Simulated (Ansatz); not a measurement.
# Al2BP3: what a guessed cell relaxes into

The task: take a trial cell of Al2BP3 to zero force and stress.

Method: DFT PBE, scalar-relativistic, plane waves, PAW, in Ansatz 0.2.0.

## Step 1: The starting structure

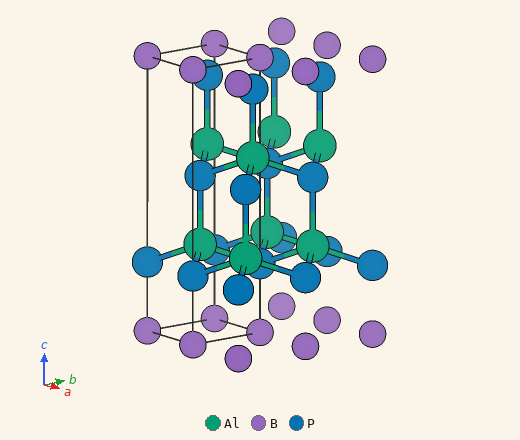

Start, viewed slightly off an axis; aluminium teal, boron purple, phosphorus blue. 2×2×1 cells are drawn. Atoms on the faces are drawn again on the opposite ones.

Coordinates:

```cif
data_structure
_symmetry_space_group_name_H-M 'P 1'
_symmetry_Int_Tables_number 1
_cell_length_a 3.6010
_cell_length_b 3.6010
_cell_length_c 8.8207
_cell_angle_alpha 90.000
_cell_angle_beta 90.000
_cell_angle_gamma 120.000
_cell_volume 99.06
loop_
_atom_site_label
_atom_site_type_symbol
_atom_site_fract_x
_atom_site_fract_y
_atom_site_fract_z
_atom_site_occupancy
Al1 Al 0.33333 0.66667 0.66667 1
Al2 Al 0.66667 0.33333 0.33333 1
B1 B 0.00000 0.00000 0.00000 1
P1 P 0.33333 0.66667 0.91667 1
P2 P 0.66667 0.33333 0.58333 1
P3 P 0.00000 0.00000 0.25000 1
```

The start is an ordering of an alloy on its end members' structure types: elements ordered on the sites of the BP type, B/Al on B (P3m1, No. 156).

## Step 2: The guess as it stands, on a coarse mesh

Input file input.yaml:

```yaml
crystal:
  lattice:
    - [3.60102858, 0.0, 0.0]
    - [-1.80051429, 3.11858223, 0.0]
    - [0.0, 0.0, 8.82068258]
  atoms:
    - { symbol: Al, position: [0.33333333, 0.66666667, 0.66666667] }
    - { symbol: Al, position: [0.66666667, 0.33333333, 0.33333333] }
    - { symbol: B, position: [0.0, 0.0, 0.0] }
    - { symbol: P, position: [0.33333333, 0.66666667, 0.91666667] }
    - { symbol: P, position: [0.66666667, 0.33333333, 0.58333333] }
    - { symbol: P, position: [0.0, 0.0, 0.25] }
basis:
  ecutwfc: 420
kpoints:
  mp_grid: { grid: [6, 6, 2] }
hamiltonian:
  xc: pbe
scf:
  occupations: { method: gaussian, width: 0.1 }
  lower_state_search: "off"
output:
  forces: true
  stress: true
  eigenvalues: true
```

Command:

```
$ ansatz run input.yaml --threads 1 --pin off --max-ram 2560MiB --backend cpu --events-out ev --progress --plain --runs-dir out
```

Log, cut to the lines that bear on the results:

```text
[...]
SCF converged after 7 iterations
Free energy (F): -3498.692945 eV
[...]
E sigma→0 (E₀):  -3498.692945 eV
Fermi energy:    7.273224 eV
[...]
--- Forces (eV/Å), atoms counted from 1 ---
  atom   1  Al     0.00000000    -0.00000000    -0.03020928
  atom   2  Al     0.00000000    -0.00000000    -0.41422291
  atom   3  B      0.00000000    -0.00000000     0.13463484
  atom   4  P      0.00000000     0.00000000     3.60972547
  atom   5  P      0.00000000     0.00000000     0.13656051
  atom   6  P      0.00000000    -0.00000000    -3.43646206
[...]
--- Stress (GPa, compression-positive) ---
       12.103257       0.000000       0.000000
        0.000000      12.103257       0.000000
        0.000000       0.000000      12.177932
  P = ⅓ Tr σ = 12.1281 GPa (121.281 kbar)
--- Band table (eV; the first three rows and the last of 14) ---
  k-point 0: bands = ["-6.2627", "-4.9073", "-4.7743", "1.2799", "1.5479", "5.6472", "5.6472", "5.7416", "5.7416", "6.5653", "6.6514", "6.6514", "8.9315", "9.9094", "10.1786", "10.1786", "10.6048"]
[...]
```

It took 2.2 s on 1 thread of Arm Neoverse V2, shared host; peak memory 0.29 GiB.

From the probe: pressure 12.1 GPa, largest force 3.61 eV/Å, gap on this mesh 1.25 eV. A guess like this is first relaxed loosely on the coarse mesh.

## Step 3: Coarse relaxation

Edit input.yaml of step 2 so:

```diff
@@ -25 +25,6 @@
   eigenvalues: true
+relax:
+  adjacent_minimum: "off"
+  f_tol: 0.04
+  max_steps: 70
+  cell: { stress_tol: 0.4 }
```

Command:

```
$ ansatz run input.yaml --threads 1 --pin off --max-ram 2560MiB --backend cpu --events-out ev --progress --plain --runs-dir out
```

Log:

```text
Warning: RAYON_NUM_THREADS=1 ignored (pool sized by the plan → 1); use --threads N
Engine: ansatz 0.2.0, aarch64-unknown-linux-gnu
Pseudopotentials: kind: paw
Pseudopotential: Al, paw, valence charge 3, recommended cutoff 420 eV (normal), Al.paw.azcp
Pseudopotential: B, paw, valence charge 3, recommended cutoff 420 eV (normal), B.paw.azcp
Pseudopotential: P, paw, valence charge 5, recommended cutoff 420 eV (normal), P.paw.azcp
Functional definition: PBE
  parameter kappa = 0.804
  parameter beta = 0.06672455060314922
  exchange = pbe_x(kappa = kappa, mu = beta*pi^2/3)
  correlation = pbe_c(beta = beta)
Crystal: 6 atoms, lattice volume = 99.057 Å³
Basis set: ecut = 420 eV, 1937 PW (Γ), exchange–correlation on 50×50×120 points (8 copies of the dense FFT grid, shifted against one another)
Bands: 18, of which v1, the nominal top of the filled ones, is band 12 counted from 1 (11 counted from 0)
Symmetry: 6 space group operations
Space group: P3m1 (ITA 156), of the structure as read, at distance tolerance 4.6e-5 Å
k-points: 14 of 72 (time reversal used)
Non-local potential: Al, projectors of the file, l = 0: 2, l = 1: 2, l = 2: 1
Non-local potential: B, projectors of the file, l = 0: 2, l = 1: 2, l = 2: 1
Non-local potential: P, projectors of the file, l = 0: 2, l = 1: 2, l = 2: 2
PAW form: soft (Blöchl's): semilocal exchange-correlation on the pseudo side does not see the compensation charge
PAW one-centre angular grid: Al, 110 points (default); XC on 64 Gauss nodes
PAW one-centre angular grid: B, 110 points (default); XC on 64 Gauss nodes
PAW one-centre angular grid: P, 110 points (default); XC on 64 Gauss nodes
Initial density: superposition of atomic densities (neutral atoms: chi_scale 0, normalization atom), corrected by the library's trained network
Initial wavefunctions: pseudopotential atomic-orbital guess
Functional: x = pbe(κ = 0.804, μ = 0.2195149727645171), c = pbe(β = 0.06672455060314922)
SCF iter   1: F=—  HF=-3498.694375 eV  |F-HF|=—  |Δ(HF+E_count)|=         —  Δρ=1.60e-3  dr2=9.38e-3  ethr=1.77e-3  ⟨swp⟩=7.9  Hψ=1820  notcnv=0
preconditioner: auto → Resta (q_TF=auto, 2.154 Å⁻¹)  ε∞=5.1  [insulator: Δε(μ)=1.255 eV  Ē_g=9.037 eV  σ=0.100 eV  W_gap=1.00  n_scr=24 (ndim 8)  ℏωp=18.3 eV  f_vac=0.000  D(μ)=0.00/eV (n_scr^D=0)  ε∞_Penn≈5.1]
SCF iter   2: F=—  HF=-3498.693110 eV  |F-HF|=—  |Δ(HF+E_count)|=   1.26e-3  Δρ=8.23e-4  dr2=1.71e-3  ethr=3.91e-5  ⟨swp⟩=2.0  Hψ=459  notcnv=0
SCF iter   3: F=—  HF=-3498.692986 eV  |F-HF|=—  |Δ(HF+E_count)|=   1.24e-4  Δρ=2.90e-4  dr2=2.23e-4  ethr=7.14e-6  ⟨swp⟩=2.8  Hψ=391  notcnv=0
SCF iter   4: F=—  HF=-3498.692994 eV  |F-HF|=—  |Δ(HF+E_count)|=   7.91e-6  Δρ=1.15e-4  dr2=2.66e-5  ethr=9.29e-7  ⟨swp⟩=2.3  Hψ=328  notcnv=0
SCF iter   5: F=—  HF=-3498.692944 eV  |F-HF|=—  |Δ(HF+E_count)|=   4.96e-5  Δρ=3.77e-5  dr2=2.08e-6  ethr=1.11e-7  ⟨swp⟩=2.0  Hψ=356  notcnv=0
SCF iter   6: F=—  HF=-3498.692945 eV  |F-HF|=—  |Δ(HF+E_count)|=   9.48e-7  Δρ=1.10e-5  dr2=1.46e-7  ethr=8.67e-9  ⟨swp⟩=2.0  Hψ=372  notcnv=0
SCF iter   7: F=-3498.692945 eV  HF=-3498.692945 eV  |F-HF|=8.77e-9  |Δ(HF+E_count)|=   1.43e-7  Δρ=2.41e-6  dr2=7.57e-9  ethr=4.17e-10  ⟨swp⟩=10.9  Hψ=1571  notcnv=0
SCF 1 converged in 7 iterations: F = -3498.692945 eV  dr2 = 7.57e-9
relax step   1: F+E_penalty+E_count = -3498.69294550 eV  Δ(F+E_penalty+E_count) = +0.000e0 eV  max|allowed force component| = 3.610e0 eV/Å  Δτ_max = 0.0000 Å  P = +12.128 GPa  Ω = 99.057 Å³  (7 SCF iters, dr2 threshold 1.00e-7 eV, accepted)
Crystal: 6 atoms, lattice volume = 103.000 Å³
Basis set: ecut = 420 eV, 1973 PW (Γ), exchange–correlation on 50×50×120 points (8 copies of the dense FFT grid, shifted against one another)
Initial density: handed on by an earlier stage of this run
Initial wavefunctions: those handed on with the density
iter 1 solved again at ethr=9.97e-4 eV; its pass at ethr=3.10e-3 eV (dr2=2.39e-1 eV) is discarded
SCF iter   1: F=—  HF=-3499.685664 eV  |F-HF|=—  |Δ(HF+E_count)|=         —  Δρ=1.44e-2  dr2=2.60e-1  ethr=9.97e-4  ⟨swp⟩=1.1  Hψ=1965  notcnv=0
preconditioner: auto → Resta (q_TF=auto, 2.140 Å⁻¹)  ε∞=5.1  [insulator: Δε(μ)=1.109 eV  Ē_g=8.904 eV  σ=0.100 eV  W_gap=1.00  n_scr=24 (ndim 8)  ℏωp=17.9 eV  f_vac=0.000  D(μ)=0.00/eV (n_scr^D=0)  ε∞_Penn≈5.1]
SCF iter   2: F=—  HF=-3499.638049 eV  |F-HF|=—  |Δ(HF+E_count)|=   4.76e-2  Δρ=7.01e-3  dr2=4.42e-2  ethr=9.97e-4  ⟨swp⟩=3.2  Hψ=435  notcnv=0
SCF iter   3: F=—  HF=-3499.630591 eV  |F-HF|=—  |Δ(HF+E_count)|=   7.46e-3  Δρ=2.01e-3  dr2=4.66e-3  ethr=1.84e-4  ⟨swp⟩=2.0  Hψ=386  notcnv=0
SCF iter   4: F=—  HF=-3499.630240 eV  |F-HF|=—  |Δ(HF+E_count)|=   3.52e-4  Δρ=3.35e-4  dr2=1.88e-4  ethr=1.94e-5  ⟨swp⟩=2.3  Hψ=421  notcnv=0
SCF iter   5: F=—  HF=-3499.630425 eV  |F-HF|=—  |Δ(HF+E_count)|=   1.85e-4  Δρ=1.25e-4  dr2=2.49e-5  ethr=7.83e-7  ⟨swp⟩=2.0  Hψ=396  notcnv=0
SCF iter   6: F=—  HF=-3499.630436 eV  |F-HF|=—  |Δ(HF+E_count)|=   1.08e-5  Δρ=2.51e-5  dr2=9.14e-7  ethr=1.04e-7  ⟨swp⟩=2.1  Hψ=413  notcnv=0
SCF iter   7: F=-3499.630437 eV  HF=-3499.630437 eV  |F-HF|=1.02e-8  |Δ(HF+E_count)|=   7.37e-7  Δρ=6.72e-6  dr2=9.21e-8  ethr=2.50e-9  ⟨swp⟩=9.1  Hψ=1469  notcnv=0
SCF 2 converged in 7 iterations: F = -3499.630437 eV  dr2 = 9.21e-8
relax step   2: F+E_penalty+E_count = -3499.63043662 eV  Δ(F+E_penalty+E_count) = -9.375e-1 eV  max|allowed force component| = 1.386e0 eV/Å  Δτ_max = 0.1949 Å  P = +4.134 GPa  Ω = 103.000 Å³  energy of the carried Pulay correction = -1.249e-3 eV  (7 SCF iters, dr2 threshold 6.00e-7 eV, accepted)
Crystal: 6 atoms, lattice volume = 106.125 Å³
Basis set: ecut = 420 eV, 2047 PW (Γ), exchange–correlation on 50×50×120 points (8 copies of the dense FFT grid, shifted against one another)
iter 1 solved again at ethr=4.97e-4 eV; its pass at ethr=3.10e-3 eV (dr2=1.19e-1 eV) is discarded
SCF iter   1: F=—  HF=-3499.815886 eV  |F-HF|=—  |Δ(HF+E_count)|=         —  Δρ=7.11e-3  dr2=1.19e-1  ethr=4.97e-4  ⟨swp⟩=1.5  Hψ=1899  notcnv=0
preconditioner: auto → Resta (q_TF=auto, 2.130 Å⁻¹)  ε∞=5.1  [insulator: Δε(μ)=0.876 eV  Ē_g=8.753 eV  σ=0.100 eV  W_gap=1.00  n_scr=24 (ndim 8)  ℏωp=17.7 eV  f_vac=0.000  D(μ)=0.00/eV (n_scr^D=0)  ε∞_Penn≈5.1]
SCF iter   2: F=—  HF=-3499.794515 eV  |F-HF|=—  |Δ(HF+E_count)|=   2.14e-2  Δρ=3.26e-3  dr2=1.33e-2  ethr=4.95e-4  ⟨swp⟩=2.6  Hψ=395  notcnv=0
SCF iter   3: F=—  HF=-3499.792441 eV  |F-HF|=—  |Δ(HF+E_count)|=   2.07e-3  Δρ=1.08e-3  dr2=1.42e-3  ethr=5.53e-5  ⟨swp⟩=2.4  Hψ=400  notcnv=0
SCF iter   4: F=—  HF=-3499.792401 eV  |F-HF|=—  |Δ(HF+E_count)|=   3.99e-5  Δρ=2.05e-4  dr2=6.83e-5  ethr=5.94e-6  ⟨swp⟩=2.5  Hψ=421  notcnv=0
SCF iter   5: F=—  HF=-3499.792420 eV  |F-HF|=—  |Δ(HF+E_count)|=   1.85e-5  Δρ=6.65e-5  dr2=5.57e-6  ethr=2.85e-7  ⟨swp⟩=2.4  Hψ=423  notcnv=0
SCF iter   6: F=-3499.792424 eV  HF=-3499.792424 eV  |F-HF|=9.55e-8  |Δ(HF+E_count)|=   4.76e-6  Δρ=1.46e-5  dr2=2.90e-7  ethr=2.50e-9  ⟨swp⟩=10.4  Hψ=1608  notcnv=0
SCF 3 converged in 6 iterations: F = -3499.792424 eV  dr2 = 2.90e-7
relax step   3: F+E_penalty+E_count = -3499.79242436 eV  Δ(F+E_penalty+E_count) = -1.620e-1 eV  max|allowed force component| = 3.335e-1 eV/Å  Δτ_max = 0.0950 Å  P = +0.193 GPa  Ω = 106.125 Å³  energy of the carried Pulay correction = -2.205e-3 eV  (6 SCF iters, dr2 threshold 6.00e-7 eV, accepted)
Crystal: 6 atoms, lattice volume = 107.447 Å³
Basis set: ecut = 420 eV, 2107 PW (Γ), exchange–correlation on 50×50×120 points (8 copies of the dense FFT grid, shifted against one another)
iter 1 solved again at ethr=5.32e-5 eV; its pass at ethr=3.10e-3 eV (dr2=1.28e-2 eV) is discarded
SCF iter   1: F=—  HF=-3499.817421 eV  |F-HF|=—  |Δ(HF+E_count)|=         —  Δρ=2.88e-3  dr2=1.30e-2  ethr=5.32e-5  ⟨swp⟩=1.6  Hψ=1801  notcnv=0
preconditioner: auto → Resta (q_TF=auto, 2.125 Å⁻¹)  ε∞=5.0  [insulator: Δε(μ)=1.074 eV  Ē_g=8.731 eV  σ=0.100 eV  W_gap=1.00  n_scr=24 (ndim 8)  ℏωp=17.5 eV  f_vac=0.000  D(μ)=0.00/eV (n_scr^D=0)  ε∞_Penn≈5.0]
SCF iter   2: F=—  HF=-3499.814634 eV  |F-HF|=—  |Δ(HF+E_count)|=   2.79e-3  Δρ=1.58e-3  dr2=4.18e-3  ethr=5.32e-5  ⟨swp⟩=1.6  Hψ=298  notcnv=0
SCF iter   3: F=—  HF=-3499.813613 eV  |F-HF|=—  |Δ(HF+E_count)|=   1.02e-3  Δρ=3.01e-4  dr2=1.74e-4  ethr=1.74e-5  ⟨swp⟩=2.5  Hψ=430  notcnv=0
SCF iter   4: F=—  HF=-3499.813673 eV  |F-HF|=—  |Δ(HF+E_count)|=   6.00e-5  Δρ=1.04e-4  dr2=1.79e-5  ethr=7.23e-7  ⟨swp⟩=2.3  Hψ=405  notcnv=0
SCF iter   5: F=—  HF=-3499.813680 eV  |F-HF|=—  |Δ(HF+E_count)|=   6.58e-6  Δρ=2.56e-5  dr2=1.23e-6  ethr=7.44e-8  ⟨swp⟩=2.5  Hψ=409  notcnv=0
SCF iter   6: F=-3499.813681 eV  HF=-3499.813681 eV  |F-HF|=4.80e-8  |Δ(HF+E_count)|=   9.72e-7  Δρ=6.53e-6  dr2=6.31e-8  ethr=2.50e-9  ⟨swp⟩=7.9  Hψ=1438  notcnv=0
SCF 4 converged in 6 iterations: F = -3499.813681 eV  dr2 = 6.31e-8
relax step   4: F+E_penalty+E_count = -3499.81368057 eV  Δ(F+E_penalty+E_count) = -2.126e-2 eV  max|allowed force component| = 8.038e-2 eV/Å  Δτ_max = 0.0387 Å  P = -0.312 GPa  Ω = 107.447 Å³  energy of the carried Pulay correction = -2.601e-3 eV  (6 SCF iters, dr2 threshold 6.00e-7 eV, accepted)
Crystal: 6 atoms, lattice volume = 106.980 Å³
iter 1 solved again at ethr=4.41e-6 eV; its pass at ethr=3.10e-3 eV (dr2=1.06e-3 eV) is discarded
SCF iter   1: F=—  HF=-3499.815180 eV  |F-HF|=—  |Δ(HF+E_count)|=         —  Δρ=8.29e-4  dr2=1.16e-3  ethr=4.41e-6  ⟨swp⟩=3.3  Hψ=1680  notcnv=0
preconditioner: auto → Resta (q_TF=auto, 2.127 Å⁻¹)  ε∞=5.0  [insulator: Δε(μ)=1.079 eV  Ē_g=8.753 eV  σ=0.100 eV  W_gap=1.00  n_scr=24 (ndim 8)  ℏωp=17.6 eV  f_vac=0.000  D(μ)=0.00/eV (n_scr^D=0)  ε∞_Penn≈5.0]
SCF iter   2: F=—  HF=-3499.814917 eV  |F-HF|=—  |Δ(HF+E_count)|=   2.63e-4  Δρ=3.95e-4  dr2=2.51e-4  ethr=4.41e-6  ⟨swp⟩=2.4  Hψ=365  notcnv=0
SCF iter   3: F=—  HF=-3499.814913 eV  |F-HF|=—  |Δ(HF+E_count)|=   4.54e-6  Δρ=1.18e-4  dr2=2.42e-5  ethr=1.04e-6  ⟨swp⟩=2.4  Hψ=402  notcnv=0
SCF iter   4: F=—  HF=-3499.814909 eV  |F-HF|=—  |Δ(HF+E_count)|=   3.54e-6  Δρ=2.30e-5  dr2=1.17e-6  ethr=1.01e-7  ⟨swp⟩=2.6  Hψ=435  notcnv=0
SCF iter   5: F=-3499.814909 eV  HF=-3499.814909 eV  |F-HF|=2.10e-8  |Δ(HF+E_count)|=   3.48e-7  Δρ=7.67e-6  dr2=1.14e-7  ethr=1.69e-9  ⟨swp⟩=9.1  Hψ=1480  notcnv=0
SCF 5 converged in 5 iterations: F = -3499.814909 eV  dr2 = 1.14e-7
relax step   5: F+E_penalty+E_count = -3499.81490950 eV  Δ(F+E_penalty+E_count) = -1.229e-3 eV  max|allowed force component| = 2.038e-2 eV/Å  Δτ_max = 0.0093 Å  P = +0.016 GPa  Ω = 106.980 Å³  energy of the carried Pulay correction = -2.461e-3 eV  (5 SCF iters, dr2 threshold 4.07e-7 eV, accepted)
Basis set: ecut = 420 eV, 2107 PW (Γ), exchange–correlation on 50×50×128 points (8 copies of the dense FFT grid, shifted against one another)
Initial wavefunctions: pseudopotential atomic-orbital guess (no wavefunctions were taken with the density)
iter 1 solved again at ethr=1.00e-7 eV; its pass at ethr=3.10e-3 eV (dr2=2.41e-5 eV) is discarded
SCF iter   1: F=—  HF=-3499.818822 eV  |F-HF|=—  |Δ(HF+E_count)|=         —  Δρ=9.97e-5  dr2=1.35e-6  ethr=1.00e-7  ⟨swp⟩=4.1  Hψ=2600  notcnv=0
preconditioner: auto → Resta (q_TF=auto, 2.127 Å⁻¹)  ε∞=5.0  [insulator: Δε(μ)=1.072 eV  Ē_g=8.751 eV  σ=0.100 eV  W_gap=1.00  n_scr=24 (ndim 8)  ℏωp=17.6 eV  f_vac=0.000  D(μ)=0.00/eV (n_scr^D=0)  ε∞_Penn≈5.0]
SCF iter   2: F=—  HF=-3499.818889 eV  |F-HF|=—  |Δ(HF+E_count)|=   6.76e-5  Δρ=5.27e-5  dr2=3.34e-7  ethr=5.62e-9  ⟨swp⟩=2.1  Hψ=416  notcnv=0
SCF iter   3: F=—  HF=-3499.818894 eV  |F-HF|=—  |Δ(HF+E_count)|=   4.25e-6  Δρ=8.41e-6  dr2=1.84e-8  ethr=1.39e-9  ⟨swp⟩=2.0  Hψ=420  notcnv=0
SCF iter   4: F=-3499.818894 eV  HF=-3499.818894 eV  |F-HF|=1.52e-9  |Δ(HF+E_count)|=   1.04e-7  Δρ=1.05e-6  dr2=1.39e-9  ethr=1.60e-11  ⟨swp⟩=9.2  Hψ=1493  notcnv=0
SCF 6 converged in 4 iterations: F = -3499.818894 eV  dr2 = 1.39e-9
relax step   6: F+E_penalty+E_count = -3499.81889366 eV  Δ(F+E_penalty+E_count) = -3.984e-3 eV  max|allowed force component| = 2.045e-2 eV/Å  Δτ_max = 0.0000 Å  P = +0.075 GPa  Ω = 106.980 Å³  stress off target by 9.10e-2 GPa  SCF on the basis re-selected at this cell (its energy is not comparable with the rows above)  (4 SCF iters)
basis re-selected at this cell: Δ(F+E_penalty+E_count) = -3.984e-3 eV, ΔP = +0.059 GPa vs the last step (what re-selecting the basis moved, of the pressure what is left beyond the Pulay correction that the steps carried, after the strain that the cell walked since its last selection, with what the two solves' SCF thresholds leave and, on support functions, any second-order correction that the steps lacked; it is no measure of the basis error at this ecutwfc). The dense FFT grid was sized anew with the basis: this SCF ran on 25×25×64 points, the steps before it on 25×25×60, so part of this shift can come from that change (see relax.cell in the input reference). This SCF's stress stands 9.10e-2 GPa from its target on what of the cell is left free (relax.cell.stress_tol is 4.00e-1 GPa) and its largest allowed force component is 2.05e-2 eV/Å (relax.f_tol is 4.00e-2 eV/Å): within both
SCF converged after 4 iterations
Free energy (F): -3499.818894 eV
Harris-Foulkes:  -3499.818894 eV  (|F-HF|=1.52e-9)
Internal energy: -3499.818894 eV  (E = F + TS)
E sigma→0 (E₀):  -3499.818894 eV
Fermi energy:    6.687886 eV
--- Per-component energies (eV) ---
  E_band       = 21.431459
  E_kinetic    = 302.653711
  E_local      = -268.633897  (includes V_loc(G=0)·N_el)
  E_nonlocal   = 134.843560
  E_hartree    = 81.570692
  E_xc         = -295.631112
  E_vxc        = -277.602368  (∫ρ·V_xc dr)
  E_paw        = -2721.827226  (= ΣΔE_a)
  E_vpaw       = -32.970874  (= ΣTr[D̂ρ^β])
  E_aug_tail   = 0.000003  (compensation charges beyond the density's cutoff)
  E_ewald      = -732.794624
  E_smearing   = -0.000000  (= −TS)
  E_closure    = -0.000000  (closes the sum)
  Σ components = -3499.818894   (vs F -3499.818894, Δ=0.00e0)
--- Forces (eV/Å), atoms counted from 1 ---
  atom   1  Al     0.00000000    -0.00000000    -0.01378448
  atom   2  Al     0.00000000    -0.00000000     0.01994963
  atom   3  B      0.00000000    -0.00000000     0.02043879
  atom   4  P      0.00000000     0.00000000    -0.00982102
  atom   5  P      0.00000000     0.00000000    -0.02045247
  atom   6  P      0.00000000     0.00000000     0.00366598
  max |Σ_I F_I| component: 3.57e-6 eV/Å
--- Stress (GPa, compression-positive) ---
        0.090999       0.000000      -0.000000
        0.000000       0.090999      -0.000000
       -0.000000      -0.000000       0.042623
  P = ⅓ Tr σ = 0.0749 GPa (0.749 kbar)
--- Band table (eV; the first three rows and the last of 14) ---
  k-point 0: bands = ["-6.7578", "-5.3680", "-4.9915", "0.2909", "1.0820", "4.3781", "4.3781", "5.6159", "5.6185", "5.6185", "6.1539", "6.1539", "7.3360", "9.1734", "9.3390", "9.3390", "9.6557", "10.2984"]
  k-point 1: bands = ["-6.6700", "-5.8292", "-4.4609", "-0.7285", "2.9882", "4.0234", "4.3732", "4.3732", "5.7333", "5.7333", "6.0089", "6.0089", "7.4040", "9.3787", "9.4459", "9.4459", "9.9494", "11.0722"]
  k-point 2: bands = ["-6.4504", "-5.0819", "-4.7235", "0.3547", "1.2445", "2.8363", "3.8752", "4.1155", "4.3725", "5.2880", "5.4114", "5.7170", "8.2046", "9.3744", "9.7271", "9.9741", "10.0800", "10.5530"]
  k-point 13: bands = ["-4.2908", "-3.9286", "-3.6301", "-0.7127", "0.3434", "0.5987", "2.0787", "2.2905", "2.3235", "2.9054", "3.4135", "3.6449", "9.5449", "9.6918", "10.0905", "10.3712", "10.4951", "10.8296"]
--- Relaxed structure (5 steps of the walk, 5 accepted, 1 SCFs on fresh bases) ---
  F+E_penalty+E_count = -3499.81889366 eV   max|allowed force component| = 2.045e-2 eV/Å   (the final SCF, on the basis selected at the relaxed cell)
  cell:  # Å, volume = 106.9795 Å³
    - [3.6697556020084066, 0.0, -3.997058140240859e-34]
    - [-1.8348778010042033, 3.178101577019536, 6.8081141491521794e-18]
    - [-1.2238441158477566e-33, 1.9256254749374573e-17, 9.172671214585229]
  atoms:
    - { symbol: Al, position: [0.33333333333333337, 0.6666666666666667, 0.6801340632343118] }
    - { symbol: Al, position: [0.6666666666666666, 0.33333333333333337, 0.3222794589849226] }
    - { symbol: B, position: [3.2872482227451784e-19, 6.574496445490365e-19, 0.006280996130297477] }
    - { symbol: P, position: [0.33333333333333337, 0.6666666666666667, 0.9396966841681675] }
    - { symbol: P, position: [0.6666666666666666, 0.33333333333333337, 0.5799325125367009] }
    - { symbol: P, position: [-1.482361715285902e-18, -2.964723430571805e-18, 0.22167628494559943] }
```

Run time: 15 s. Hardware: 1 thread of Arm Neoverse V2, shared host; peak memory 0.32 GiB.

Relaxation path:

```
step  energy from step 1 (eV/cell)  largest force component (eV/Å)  pressure (GPa)  volume (Å³)
   1                        0.0000                          3.6097           12.13        99.06
   2                       -0.9375                          1.3864            4.13       103.00
   3                       -1.0995                          0.3335            0.19       106.12
   4                       -1.1207                          0.0804           -0.31       107.45
   5                       -1.1220                          0.0204            0.02       106.98
   6                       -1.1259                          0.0205            0.07       106.98
```

Step 1 is the start. Step 6 repeats the geometry before it on a plane-wave basis chosen anew for that cell, so its energy need not be comparable with the rows above.

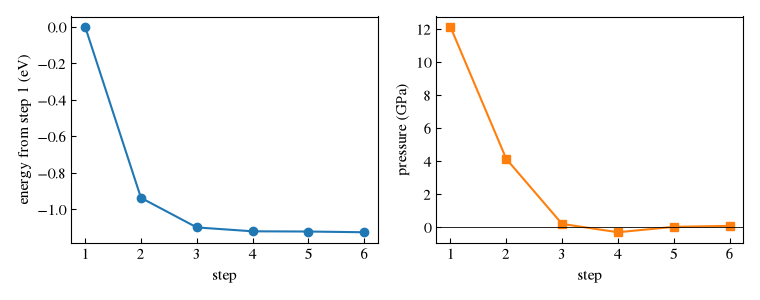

Energy and pressure along the relaxation.

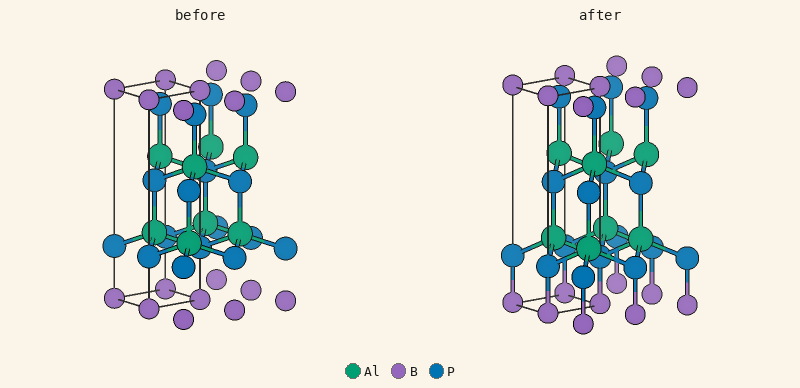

Before and after, at one scale.

|  | before | after | change |
| --- | --- | --- | --- |
| a (Å) | 3.601 | 3.670 | +1.9 % |
| b (Å) | 3.601 | 3.670 | +1.9 % |
| c (Å) | 8.821 | 9.173 | +4.0 % |
| volume (Å³/atom) | 16.51 | 17.83 | +8.0 % |
| shortest distance (Å) | 2.205 | 1.976 | -10.4 % |
| space group (0.01 Å) | P3m1 | P3m1 | same |

Forces and stress were held to the start's 6 operations: a distortion of lower symmetry was not tested.

[end of part 1 of 2]
